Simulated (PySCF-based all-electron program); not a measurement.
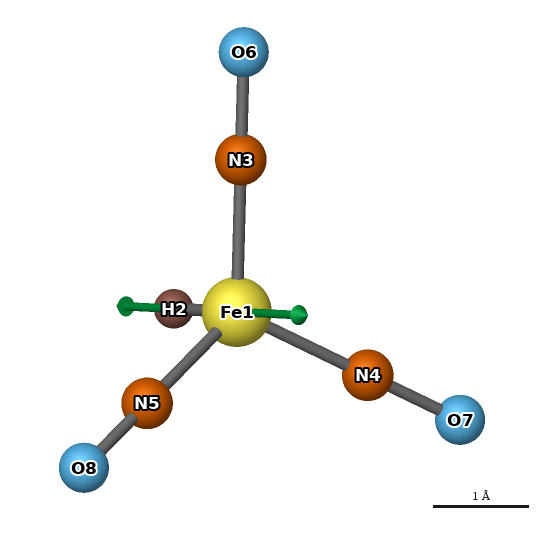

Arrows show the forces on the atoms, 0.1 Å of arrow for 1 eV/Å; forces under a tenth of the largest aren't drawn. Charge 0, singlet. Level of theory: PBE, all-electron, scalar-relativistic (Koelling-Harmon), large uncontracted Gaussian sets (PySCF-based all-electron program).

Question: On which atom is the force largest, and how large is it?

Answer: On Fe1: 10.27 eV/Å.

Question: Along which bond is the force strongest?

Answer: Fe1–H2, now 1.200 Å: the forces push its atoms apart, so a first step downhill lengthens it.

List the force components in the frame of the picture (x right, y up, z towards the viewer), in eV/Å.

```csv
atom,Fx,Fy,Fz
Fe1,5.73,−0.29,8.52
H2,−5.02,0.26,−7.46
N3,−0.30,0.63,−0.33
N4,0.21,−0.24,−0.71
N5,−0.68,−0.35,−0.11
O6,0.05,−0.33,0.01
O7,−0.23,0.13,0.21
O8,0.25,0.20,−0.11
```
